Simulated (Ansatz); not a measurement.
Geometry relaxation of CH4AlBO2 (part 2 of 2)

CH4AlBO2; RKS PBE-D4/def2-SVP (Ansatz 0.2.0). The geometry: force-field start.

Geometry of the input (Å):
```
B  1.4748  1.3432  -0.8548
O  0.4442  0.7749  0.0759
C  -0.2254  -0.4404  -0.1719
O  0.0997  -1.0997  -1.2082
Al -1.4592  -1.1359  1.1558
H  1.9280  2.4391  -0.6012
H  1.7363  0.8534  -1.8770
H  -2.1651  -2.5034  0.9177
H  -1.7449  -0.2775  2.5465
```

```
mean field -12452.37940098 eV, -457.6165024600 hartree, gradient 1.5e-5 eV, S^2 0.000000; 1 other end points of the search recorded, 0 dependent functions left out
the calculation of the forces begins
reference -12452.37944598 eV, -457.6165041139 hartree; 22, 22 occupied and 72, 72 virtual orbitals, 1023 factors
Total energy: -12452.53973512 eV, -457.6223946312 hartree
Atom 0 at     1.646880     1.146219    -0.898246 Å, force    -0.019211    -0.027061     0.000821 eV/Å
Atom 1 at     0.721354     1.081223     0.127867 Å, force     0.004636     0.005883    -0.007869 eV/Å
Atom 2 at    -0.201128     0.124214     0.300154 Å, force     0.009510     0.021328     0.025519 eV/Å
Atom 3 at    -0.838799    -0.316760    -0.694512 Å, force    -0.006952    -0.007733    -0.025335 eV/Å
Atom 4 at    -1.481986    -1.172901     1.032347 Å, force     0.002006     0.003467     0.005737 eV/Å
Atom 5 at     2.256464     2.188236    -0.987434 Å, force    -0.000139     0.004510     0.005757 eV/Å
Atom 6 at     1.829337     0.169073    -1.593426 Å, force     0.009087     0.006447    -0.001810 eV/Å
Atom 7 at    -0.949502    -2.661755     1.203941 Å, force    -0.001476    -0.005579    -0.003011 eV/Å
Atom 8 at    -2.894220    -0.603849     1.492109 Å, force     0.002539    -0.001260     0.000193 eV/Å
Dipole moment:     0.150646     0.066525     0.019375 e Å
```

Trajectory as extended XYZ (Å, eV, eV/Å), 11 of the 38 frames kept, from step=1 to step=38
```
9
Properties=species:S:1:pos:R:3:forces:R:3 step=1 energy=-12451.78143
B     1.4748    1.3432   -0.8548   -2.4098  -0.2971   2.0830
O     0.4442    0.7749    0.0759    1.5870   0.9397  -1.3073
C    -0.2254   -0.4404   -0.1719    2.7477  -0.7400  -4.0360
O     0.0997   -1.0997   -1.2082   -1.3197   1.3434   2.8596
Al   -1.4592   -1.1359    1.1558   -0.7274   0.5137   1.5476
H     1.9280    2.4391   -0.6012   -0.1072  -0.1182   0.5395
H     1.7363    0.8534   -1.8770    0.2252  -0.8702  -0.9018
H    -2.1651   -2.5034    0.9177   -0.1462  -0.4235  -0.1929
H    -1.7449   -0.2775    2.5465    0.1504  -0.3478  -0.5917
9
Properties=species:S:1:pos:R:3:forces:R:3 step=5 energy=-12452.30002
B     1.4148    1.3460   -0.8261    0.0774  -0.0344   0.0187
O     0.5216    0.7229    0.0168   -0.1380  -0.1351  -0.0204
C    -0.1623   -0.5066   -0.2692    0.0915   0.2436   0.0973
O    -0.0038   -1.1082   -1.3014    0.0697   0.0011  -0.1180
Al   -1.4353   -1.0868    1.2072   -0.0259  -0.0457   0.0391
H     1.8617    2.3988   -0.4052   -0.0366  -0.0559  -0.0284
H     1.7395    0.8643   -1.8947   -0.0730  -0.0132   0.0359
H    -2.0893   -2.5281    0.9976    0.0232   0.0386   0.0098
H    -1.7584   -0.1484    2.4578    0.0119   0.0010  -0.0338
9
Properties=species:S:1:pos:R:3:forces:R:3 step=8 energy=-12452.31325
B     1.4584    1.3052   -0.7947   -0.0415  -0.0556  -0.0081
O     0.5669    0.6964    0.0653   -0.0235  -0.0792  -0.1188
C    -0.2129   -0.4444   -0.3040   -0.0732  -0.1514  -0.2051
O    -0.1718   -0.9252   -1.4167   -0.0238   0.2117   0.4413
Al   -1.4277   -1.1011    1.2110    0.0432  -0.0478  -0.0312
H     2.0094    2.2934   -0.3497    0.0005  -0.0352  -0.0012
H     1.6514    0.8556   -1.9078    0.0145   0.0506   0.0533
H    -1.7983   -2.6715    1.1774    0.0603   0.2553   0.0274
H    -1.9870   -0.0547    2.3020    0.0435  -0.1484  -0.1577
9
Properties=species:S:1:pos:R:3:forces:R:3 step=12 energy=-12452.35225
B     1.5369    1.2139   -0.7685   -0.0128   0.0875   0.0361
O     0.5826    0.6602    0.0610    0.0328   0.0470  -0.1762
C    -0.3598   -0.3213   -0.3411   -0.1828  -0.3628  -0.6422
O    -0.5605   -0.6124   -1.5092    0.2244   0.3677   0.8428
Al   -1.3827   -1.1041    1.2174   -0.1225  -0.1387   0.0595
H     2.1957    2.1088   -0.2670   -0.0359  -0.0972  -0.0252
H     1.6925    0.8192   -1.9049   -0.0052  -0.0433   0.0091
H    -1.2502   -2.6995    1.4692   -0.0228   0.3310  -0.0096
H    -2.3662   -0.1111    2.0259    0.1246  -0.1914  -0.0944
9
Properties=species:S:1:pos:R:3:forces:R:3 step=16 energy=-12452.37605 accepted=F
B     1.6197    1.0854   -0.7497   -0.4842   0.1872  -0.0654
O     0.5224    0.8220    0.0603    0.3585  -0.1334  -0.3951
C    -0.4934   -0.0943   -0.3177    0.0299   0.1217  -0.1517
O    -0.8320   -0.2077   -1.4780    0.0775  -0.0059   0.3601
Al   -1.3552   -1.0856    1.2165   -0.2478  -0.1895  -0.0237
H     2.3138    2.0192   -0.3925    0.0551  -0.1497   0.0604
H     1.8103    0.4454   -1.7767   -0.0028   0.0094   0.2896
H    -0.8087   -2.5689    1.5380   -0.0360   0.2295  -0.0006
H    -2.6884   -0.4617    1.8827    0.2498  -0.0692  -0.0736
9
Properties=species:S:1:pos:R:3:forces:R:3 step=19 energy=-12452.40151
B     1.6009    1.1010   -0.7564   -0.0257  -0.0401  -0.0044
O     0.5057    0.8281    0.0308    0.0646   0.0364  -0.0195
C    -0.5032   -0.0896   -0.3232    0.0114   0.0444  -0.0124
O    -0.8606   -0.2128   -1.4745   -0.0015  -0.0151   0.0147
Al   -1.3633   -1.0961    1.1919   -0.0450  -0.0382   0.0274
H     2.3229    1.9957   -0.3638   -0.0153  -0.0046  -0.0051
H     1.8233    0.4288   -1.7449   -0.0030   0.0190   0.0176
H    -0.7814   -2.5408    1.5416   -0.0081   0.0141  -0.0006
H    -2.6559   -0.4605    1.8814    0.0226  -0.0159  -0.0176
9
Properties=species:S:1:pos:R:3:forces:R:3 step=23 energy=-12452.40488
B     1.6183    1.0893   -0.7729    0.0326   0.0083  -0.0117
O     0.5373    0.8665    0.0461   -0.0211  -0.0216   0.0007
C    -0.4939   -0.0345   -0.2660    0.0169   0.0549   0.0331
O    -0.8955   -0.1513   -1.4055   -0.0106  -0.0326   0.0072
Al   -1.3731   -1.1024    1.1963   -0.0102   0.0119  -0.0188
H     2.3645    1.9866   -0.4327   -0.0247  -0.0206  -0.0027
H     1.8082    0.3757   -1.7382   -0.0029   0.0116   0.0050
H    -0.7304   -2.5174    1.5552   -0.0088  -0.0034   0.0018
H    -2.7470   -0.5588    1.8006    0.0289  -0.0084  -0.0147
9
Properties=species:S:1:pos:R:3:forces:R:3 step=27 energy=-12452.41149
B     1.6460    1.1223   -0.8301   -0.0925   0.0369   0.0083
O     0.6201    0.9569    0.0770   -0.0069  -0.0710  -0.0584
C    -0.3952    0.0304   -0.0711   -0.0355  -0.0664  -0.1467
O    -0.8879   -0.2206   -1.1676    0.1192   0.0639   0.2585
Al   -1.3970   -1.1244    1.2019    0.0015   0.0001  -0.0863
H     2.3982    2.0465   -0.5989   -0.0044  -0.0143  -0.0121
H     1.7694    0.3490   -1.7589    0.0161  -0.0112   0.0364
H    -0.8235   -2.5863    1.4923    0.0063   0.0435  -0.0209
H    -2.8419   -0.6201    1.6382   -0.0037   0.0186   0.0211
9
Properties=species:S:1:pos:R:3:forces:R:3 step=31 energy=-12452.52239
B     1.6352    1.1478   -0.9094   -0.0625   0.0746   0.0961
O     0.7351    1.0898    0.1551    0.2775   0.0412  -0.3120
C    -0.1877    0.1390    0.3276   -0.4154  -0.3754  -0.2156
O    -0.8071   -0.3543   -0.6655    0.3465   0.3304   0.2733
Al   -1.4701   -1.1615    1.0616   -0.0804  -0.0532  -0.1175
H     2.3110    2.1626   -0.9541   -0.1330  -0.1791  -0.0145
H     1.7318    0.2007   -1.6723    0.0018   0.1257   0.1468
H    -0.9306   -2.6520    1.2326   -0.0059   0.0477   0.0722
H    -2.9292   -0.6183    1.4072    0.0714  -0.0117   0.0712
9
Properties=species:S:1:pos:R:3:forces:R:3 step=34 energy=-12452.53833
B     1.6411    1.1495   -0.9003   -0.0408   0.0193   0.0198
O     0.7379    1.0781    0.1477   -0.0212  -0.0954  -0.0450
C    -0.1859    0.1159    0.3102    0.0035   0.0846  -0.0180
O    -0.8105   -0.3286   -0.6923    0.0189   0.0111   0.0229
Al   -1.4846   -1.1712    1.0287    0.0137  -0.0287   0.0309
H     2.2604    2.1851   -0.9844    0.0130   0.0258   0.0151
H     1.7958    0.1905   -1.6240    0.0051  -0.0342   0.0024
H    -0.9613   -2.6602    1.2289    0.0051  -0.0015  -0.0170
H    -2.9043   -0.6055    1.4683    0.0027   0.0190  -0.0110
9
Properties=species:S:1:pos:R:3:forces:R:3 step=38 energy=-12452.53969
B     1.6469    1.1462   -0.8982   -0.0192  -0.0271   0.0008
O     0.7214    1.0812    0.1279    0.0046   0.0059  -0.0079
C    -0.2011    0.1242    0.3002    0.0095   0.0213   0.0255
O    -0.8388   -0.3168   -0.6945   -0.0070  -0.0077  -0.0253
Al   -1.4820   -1.1729    1.0323    0.0020   0.0035   0.0057
H     2.2565    2.1882   -0.9874   -0.0001   0.0045   0.0058
H     1.8293    0.1691   -1.5934    0.0091   0.0064  -0.0018
H    -0.9495   -2.6618    1.2039   -0.0015  -0.0056  -0.0030
H    -2.8942   -0.6038    1.4921    0.0025  -0.0013   0.0002
```

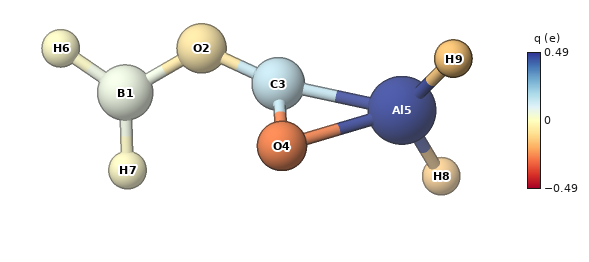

Figure 1. Mulliken charges, as the colour of each atom (ball-and-stick view, seen at a tilt; atoms are numbered from 1 in the order of the input). By element: B +0.05, O −0.26 to −0.09, C +0.15, Al +0.46 and H −0.15 to −0.01 e.

Key numbers

```tsv
quantity	value
outcome	converged
total energy	−12452.5397 eV
mean-field energy	−12452.3794 eV
dispersion energy	−0.1603 eV
SCF solution under orbital rotations	stable
largest force (length of the vector) at the end	0.035 eV/Å
dipole moment	0.80 D
hardware	2 threads of Arm Neoverse V2, 23 GiB of memory available, shared host
wall time	55 s (CPU time 1.7 min)
peak memory	0.15 GiB
```
